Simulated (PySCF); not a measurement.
# One shape, several levels: C2H3O+ (SMILES CC#[O+])

We compute a comparison of 6 runs (HF/STO-3G, HF/3-21G, HF/def2-SVP, PBE0/def2-SVP, B2PLYP/6-31+G*, MP2/def2-SVPD) of C2H3O+. The job is set up through a Python script.

The calculation is run with PySCF 2.14.0.

1 further run of the same task is left out (set aside as unsound or not needed).

## 1. Starting point

The species is C2H3O+ (6 atoms), meant as a singlet with charge +1. SMILES: `CC#[O+]`. The coordinates come from a PBE0-D4/def2-TZVP relaxation.

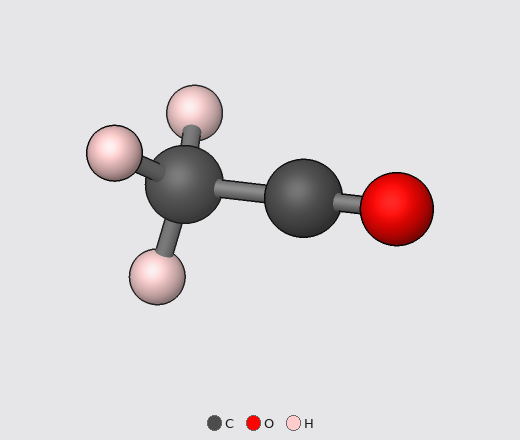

The structure, seen from a chosen angle (carbon dark grey, oxygen red, hydrogen pink).

## 2. Energy and forces at HF/STO-3G (run 1)

Contents of job.py:

```python
from pyscf import gto, scf

system = gto.M(
    atom='''
C     -0.321600     0.308400    -0.192600
C      0.617700    -0.592600     0.370000
O      1.353900    -1.298000     0.810700
H     -0.073700     0.447100    -1.253200
H     -1.324100    -0.126000    -0.083500
H     -0.252100     1.261200     0.348500
''',
    charge=1,
    verbose=4,
    max_memory=1860,
    basis='sto-3g',
)

calc0 = scf.RHF(system)
calc0.conv_tol = 1e-10
calc0.kernel()
if not calc0.converged:
    calc0 = calc0.newton().run(calc0.mo_coeff, calc0.mo_occ)

e_final = calc0.e_tot
print('E = %.10f Eh' % e_final)
grad = calc0.nuc_grad_method().kernel()
dip = calc0.dip_moment()
pop, q = calc0.mulliken_pop()
```

The run is started by

```bash
$ OMP_NUM_THREADS=1 python job.py
```

Output:

```text
PySCF version 2.14.0

[... 58 lines left out ...]
converged SCF energy = -150.136931939291
[... 14 lines left out ...]
WARN: System has nonzero charge 1; the dipole moment is origin-dependent.
[... 2 lines left out ...]
Dipole moment(X, Y, Z, Debye):  1.07851, -1.03502,  0.64603
[... 25 lines left out ...]
charge of    5H =      0.20389
```

Run time: 2.5 s. Hardware: 1 thread of Intel Xeon at 2.50GHz (Skylake/Cascade Lake), shared host; peak memory 0.12 GiB.

## 3. Energy and gradient at HF/3-21G (run 2)

Contents of geometry.xyz:

```xyz
6
C2H3O
C     -0.321600     0.308400    -0.192600
C      0.617700    -0.592600     0.370000
O      1.353900    -1.298000     0.810700
H     -0.073700     0.447100    -1.253200
H     -1.324100    -0.126000    -0.083500
H     -0.252100     1.261200     0.348500
```

Contents of input.py:

```python
import pyscf.grad
from pyscf import gto

molecule = gto.M(
    atom='geometry.xyz',
    max_memory=1860,
    charge=1,
    basis='3-21g',
    verbose=4,
)

myscf = molecule.RHF()
myscf.conv_tol = 1e-10
myscf.kernel()
if not myscf.converged:
    myscf = myscf.newton().run(myscf.mo_coeff, myscf.mo_occ)

e_tot = myscf.e_tot
print(f'total energy: {e_tot:.8f} hartree')
grad = myscf.Gradients().kernel()
myscf.analyze()
```

The run is started by

```bash
$ OMP_NUM_THREADS=1 python input.py
```

Output:

```text
PySCF version 2.14.0

[... 60 lines left out ...]
converged SCF energy = -151.200382572715
[... 22 lines left out ...]
MO #1   energy= -20.9112344612002  occ= 2
[... 7 lines left out ...]
MO #9   energy= -0.965998668144822 occ= 2
[... 7 lines left out ...]
MO #17  energy= 0.101301092133081  occ= 0
[... 7 lines left out ...]
MO #25  energy= 1.01916391863181   occ= 0
[... 7 lines left out ...]
MO #33  energy= 3.53894234985516   occ= 0
[... 43 lines left out ...]
WARN: System has nonzero charge 1; the dipole moment is origin-dependent.
Location of origin: [0. 0. 0.]

Dipole moment(X, Y, Z, Debye):  0.29054, -0.27956,  0.17420
```

Run time: 2.6 s. Hardware: 1 thread of Intel Xeon at 2.50GHz (Skylake/Cascade Lake), shared host; peak memory 0.12 GiB.

Runs 3 to 5 aren't shown in full; the table further down has their settings and results.

## 4. Energy and forces at MP2/def2-SVPD (run 6)

Contents of job.py:

```python
from pyscf import gto, mp

system = gto.M(
    atom=[
    ('C', (-0.321600, 0.308400, -0.192600)),
    ('C', (0.617700, -0.592600, 0.370000)),
    ('O', (1.353900, -1.298000, 0.810700)),
    ('H', (-0.073700, 0.447100, -1.253200)),
    ('H', (-1.324100, -0.126000, -0.083500)),
    ('H', (-0.252100, 1.261200, 0.348500)),
],
    max_memory=1860,
    basis='def2-svpd',
    verbose=3,
    charge=1,
)

hf = system.RHF()
hf.conv_tol = 1e-10
hf.kernel()
if not hf.converged:
    hf = hf.newton().run(hf.mo_coeff, hf.mo_occ)

pt = mp.MP2(hf, frozen=3).run()
e_final = pt.e_tot
print('Final energy', e_final)
grad = pt.nuc_grad_method().kernel()
dip = hf.dip_moment()
pop, q = hf.mulliken_pop()
```

The run is started by

```bash
$ OMP_NUM_THREADS=1 python job.py
```

Output:

```text
converged SCF energy = -151.947330492117
[... 2 lines left out ...]
Final energy -152.39607045585473
[... 10 lines left out ...]
WARN: System has nonzero charge 1; the dipole moment is origin-dependent.
[... 2 lines left out ...]
Dipole moment(X, Y, Z, Debye):  0.30858, -0.29693,  0.18504
[... 94 lines left out ...]
charge of    5H =      0.28677
```

Run time: 19 s. Hardware: 1 thread of Intel Xeon at 2.50GHz (Skylake/Cascade Lake), shared host; peak memory 0.6 GiB.

## 5. All runs side by side

```
run                                 level  integration grid      task  energy (Eh)  HOMO energy (eV)  LUMO energy (eV)  HOMO–LUMO gap (eV)  wall time
  1                             HF/STO-3G                 –  gradient  -150.136932            -22.48             -2.29               20.19      2.5 s
  2                              HF/3-21G                 –  gradient  -151.200383            -23.03             -3.90               19.13      2.6 s
  3                           HF/def2-SVP                 –  gradient  -151.940131            -23.06             -3.76               19.30      4.5 s
  4                         PBE0/def2-SVP                 5  gradient  -152.632945            -19.21             -8.30               10.91       23 s
  5  B2PLYP/6-31+G* (spherical functions)                 5    energy  -152.771254            -20.64             -6.62               14.02       17 s
  6                         MP2/def2-SVPD                 –  gradient  -152.396070            -23.04             -3.81               19.24       19 s
```

## 6. What came out

```
                                          quantity          value
                               run 6: total energy  -152.39607 Eh
        run 6: HOMO energy (Hartree–Fock orbitals)      -23.04 eV
        run 6: LUMO energy (Hartree–Fock orbitals)       -3.81 eV
      run 6: HOMO–LUMO gap (Hartree–Fock orbitals)       19.24 eV
run 6: correlation energy (3 core orbitals frozen)     -448.7 mEh
                   run 6: largest force on an atom     2.789 eV/Å
```

What this shows: Over runs 1, 2, 3, 4, 5 the HOMO–LUMO gap runs from 10.91 eV (PBE0/def2-SVP) to 20.19 eV (HF/STO-3G). The two ends differ in method and basis. Totals of different functionals can't be ranked against each other. In run 1 the basis is minimal, so the values are rough. All runs together took 67 s, the longest 23 s.
